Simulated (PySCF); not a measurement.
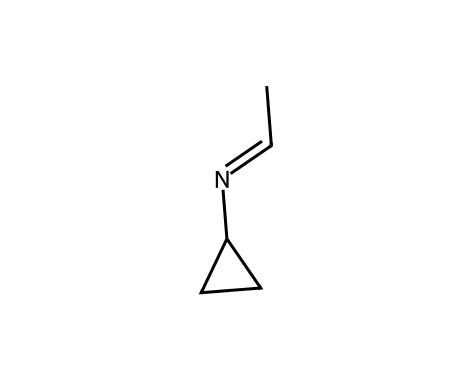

The drawing above gives the connectivity. Computed geometry: PBE0-D3(BJ)/def2-SVP optimisation. No frequency run is at hand to confirm it as a minimum.

Describe the 3D structure.

The molecule is C₅H₉N. Its SMILES string is `C/C=N/C1CC1`. Independent rings (smallest set): 1 of 3 members. Among its groups: imine. Coordination, clear cases only: 1 C tetrahedral; 1 C trigonal planar; 1 N bent.

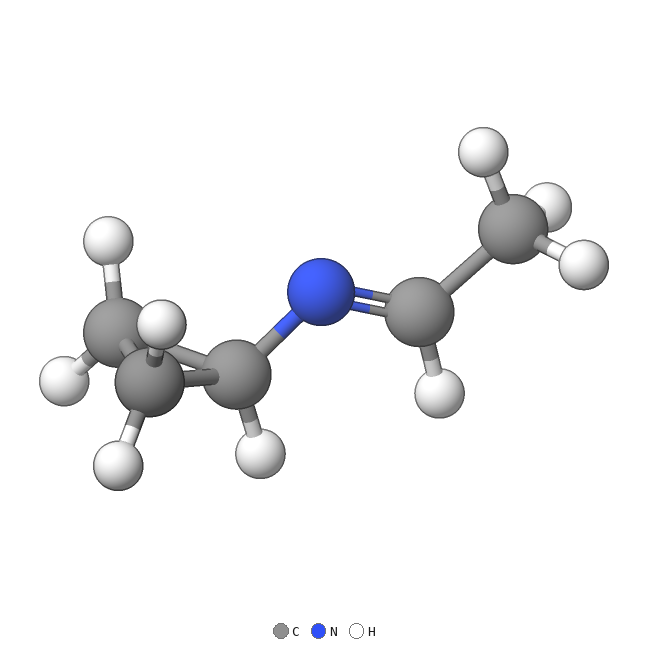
